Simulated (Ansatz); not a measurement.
**triplet PbTe at 6 levels**

We compute a comparison of 6 runs (UB2PLYP/def2-TZVPP, UBLYP/def2-TZVPP, UHSE06/def2-TZVPP, UPBE/def2-TZVPP, UPBE0/def2-TZVPP, UMP2/def2-TZVPP) of triplet PbTe. 

The results are computed with Ansatz 0.2.0.

3 further runs of the same task are left out: 3 that didn't finish.

### Step 1. The molecule

PbTe has 2 atoms, charge 0, and is taken as a triplet. As SMILES of the parent species, `[Te][Pb]`. The coordinates come from a PBE0-D4/def2-TZVP relaxation. That shape belongs to the parent species and isn't relaxed for this state.

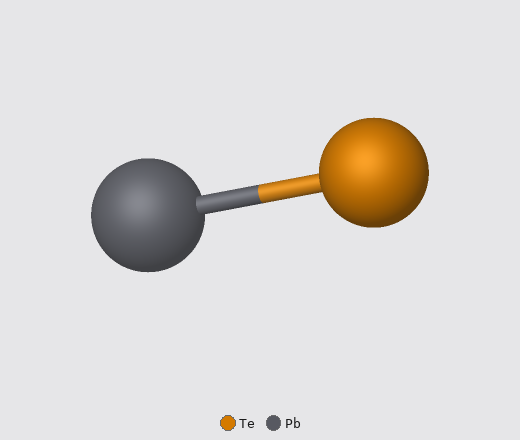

Viewed from a chosen angle; tellurium orange, lead dark grey.

### Step 2. A single-point energy at UB2PLYP/def2-TZVPP (core potential) (run 1)

The input, run.yaml:

```yaml
crystal:
  periodic: [false, false, false]
  atoms:
    - {symbol: Te, position_ang: [-0.000000, 0.000000, -0.008980]}
    - {symbol: Pb, position_ang: [0.000000, -0.000000, 2.580890]}
basis:
  gaussian:
    orbitals: def2-TZVPP
magnetization:
  spin_polarized: true
  initial_magnetization: 2
hamiltonian:
  xc: {name: B2PLYP}
correlation:
  frozen_orbitals: {Pb: 4, Te: 4}
accuracy: high
output: {orbitals: {seedname: orbitals}}
```

Launch:

```
$ ansatz run run.yaml --threads 1 --pin off --max-ram 3480MiB --events-out events.jsonl --progress --plain --runs-dir runs
```

Log:

```text
Warning: RAYON_NUM_THREADS=1 ignored (pool sized by the plan → 1); use --threads N
Functional definition: B2PLYP
  name "B2PLYP"
  parameter a = 0.53
  parameter c = 0.27
  exchange = (1 - a)*b88_x + a*exact_x
  correlation = (1 - c)*lyp_c + c*(mp2_os + mp2_ss)
1756 factors; integrals over basis functions are off by at most 3.4e-9 eV
mean field evaluation 1: about -12522.2582 eV, gradient 8.8e0 eV
mean field evaluation 2: about -12522.2889 eV, gradient 8.8e0 eV
mean field evaluation 4: about -12522.9233 eV, gradient 1.5e0 eV
mean field evaluation 8: about -12522.9416 eV, gradient 1.1e-1 eV
mean field evaluation 16: about -12522.9424 eV, gradient 1.5e-3 eV
mean field evaluation 32: about -12522.9424 eV, gradient 8.2e-6 eV
mean field evaluation 64: about -12523.5428 eV, gradient 1.6e-8 eV
mean field evaluation 96: about -12523.2711 eV, gradient 7.9e-2 eV
mean field -12523.54279449 eV, -460.2317089355 hartree, gradient 2.6e-9 eV, S^2 2.008531; 7 other end points of the search recorded, 0 dependent functions left out
8 core orbitals not correlated: weight in the atoms' cores, before any rotation towards them, 1.000 or more for the frozen orbitals, at most 0.000 for the correlated occupied ones
reference -12523.54281101 eV, -460.2317095425 hartree; 16, 14 occupied and 76, 78 virtual orbitals, 1756 factors
second order -25.61593188 eV of doubles, -0.00000000 eV of singles
Total energy: -12530.45911262 eV, -460.4858789386 hartree
```

It took 65 s on 1 thread of Arm Neoverse V1, shared host; peak memory 0.44 GiB.

### Step 3. A single-point energy at UBLYP/def2-TZVPP (core potential) (run 2)

The input, input.yaml:

```yaml
crystal:
  periodic: [false, false, false]
  atoms:
    - {symbol: Te, position_ang: [-0.000000, 0.000000, -0.008980]}
    - {symbol: Pb, position_ang: [0.000000, -0.000000, 2.580890]}
basis:
  gaussian:
    orbitals: def2-TZVPP
magnetization:
  spin_polarized: true
  initial_magnetization: 2
hamiltonian:
  xc: {name: BLYP}
accuracy: high
output:
  orbitals: {seedname: orbitals}
```

Launch:

```
$ ansatz run input.yaml --threads 1 --pin off --max-ram 3480MiB --events-out events.jsonl --progress --plain --runs-dir runs
```

Log, cut to the lines that bear on the results:

```text
Warning: RAYON_NUM_THREADS=1 ignored (pool sized by the plan → 1); use --threads N
Functional definition: BLYP
  name "BLYP"
[...]
1756 factors; integrals over basis functions are off by at most 3.4e-9 eV
[...]
mean field -12539.40435656 eV, -460.8146105899 hartree, gradient 1.6e-8 eV, S^2 2.002668; 12 other end points of the search recorded, 0 dependent functions left out
reference -12539.40439125 eV, -460.8146118650 hartree; 24, 22 occupied and 76, 78 virtual orbitals, 1756 factors
Total energy: -12539.40439125 eV, -460.8146118650 hartree
```

Wall time 64 s (1 thread of Arm Neoverse V1, shared host); peak memory 0.31 GiB.

### Step 4. A single-point energy at UHSE06/def2-TZVPP (core potential) (run 3)

The input, job.yaml:

```yaml
crystal:
  periodic: [false, false, false]
  atoms:
    - {symbol: Te, position_ang: [-0.000000, 0.000000, -0.008980]}
    - {symbol: Pb, position_ang: [0.000000, -0.000000, 2.580890]}
basis:
  gaussian: {orbitals: def2-TZVPP}
accuracy: high
output: {orbitals: {seedname: orbitals}}
magnetization: {spin_polarized: true, initial_magnetization: 2}
hamiltonian: {xc: {name: HSE06}}
```

Launch:

```
$ ansatz run job.yaml --threads 1 --pin off --max-ram 3480MiB --events-out events.jsonl --progress --plain --runs-dir runs
```

Log, cut to the lines that bear on the results:

```text
Warning: RAYON_NUM_THREADS=1 ignored (pool sized by the plan → 1); use --threads N
Functional definition: HSE06
  name "HSE06"
[...]
1756 factors; integrals over basis functions are off by at most 3.4e-9 eV
103 factors; integrals over basis functions are off by at most 1.1e-9 eV
[...]
mean field -12541.72033701 eV, -460.8997213017 hartree, gradient 1.9e-8 eV, S^2 2.006140; 12 other end points of the search recorded, 0 dependent functions left out
reference -12541.72033961 eV, -460.8997213972 hartree; 24, 22 occupied and 76, 78 virtual orbitals, 1756 factors
Total energy: -12541.72033961 eV, -460.8997213972 hartree
```

Wall time 90 s (1 thread of Arm Neoverse V1, shared host); peak memory 0.6 GiB.

Runs 4 to 5 aren't shown in full; the table further down has their settings and results.

### Step 5. The energy at UMP2/def2-TZVPP (core potential) (run 6)

input.yaml, as its differences from that of step 3:

```diff
@@ -8,2 +8,3 @@
     orbitals: def2-TZVPP
+accuracy: high
 magnetization:
@@ -11,6 +12,4 @@
   initial_magnetization: 2
-hamiltonian:
-  xc: {name: BLYP}
-accuracy: high
-output:
-  orbitals: {seedname: orbitals}
+correlation:
+  method: mp2
+  frozen_orbitals: {Pb: 4, Te: 4}
```

Launch:

```
$ ansatz run input.yaml --threads 1 --pin off --max-ram 3480MiB --events-out events.jsonl --progress --plain --runs-dir runs
```

Log, cut to the lines that bear on the results:

```text
Warning: RAYON_NUM_THREADS=1 ignored (pool sized by the plan → 1); use --threads N
Functional definition: HF
  name "HF"
[...]
1756 factors; integrals over basis functions are off by at most 3.4e-9 eV
[...]
mean field -12486.23348355 eV, -458.8606170473 hartree, gradient 6.9e-9 eV, S^2 2.021287; 16 other end points of the search recorded, 0 dependent functions left out
8 core orbitals not correlated: weight in the atoms' cores, before any rotation towards them, 1.000 or more for the frozen orbitals, at most 0.000 for the correlated occupied ones
reference -12486.23348355 eV, -458.8606170473 hartree; 16, 14 occupied and 76, 78 virtual orbitals, 1756 factors
second order -21.93455642 eV of doubles, -0.00000000 eV of singles
Total energy: -12508.16803997 eV, -459.6666971279 hartree
```

It took 34 s on 1 thread of Arm Neoverse V1, shared host; peak memory 0.45 GiB.

### Step 6. The series

```tsv
run	level	frozen core orbitals	energy (Eh)	HOMO energy (eV)	⟨S²⟩	wall time
1	UB2PLYP/def2-TZVPP (core potential)	8	-460.485879	-5.12	2.009	65 s
2	UBLYP/def2-TZVPP (core potential)	–	-460.814612	-3.32	2.003	64 s
3	UHSE06/def2-TZVPP (core potential)	–	-460.899721	-4.07	2.006	90 s
4	UPBE/def2-TZVPP (core potential)	–	-460.912920	-3.54	2.004	62 s
5	UPBE0/def2-TZVPP (core potential)	–	-460.901775	-4.45	2.006	52 s
6	UMP2/def2-TZVPP (core potential)	8	-459.666697	–	2.021	34 s
```

### Step 7. Summary of results

```
                                          quantity          value
                               run 6: total energy  -459.66670 Eh
run 6: correlation energy (8 core orbitals frozen)     -806.1 mEh
          run 6: ⟨S²⟩ of the reference determinant          2.021
```

**Reading.** Totals of different functionals can't be ranked against each other. All runs together took 6.1 min, the longest 90 s.
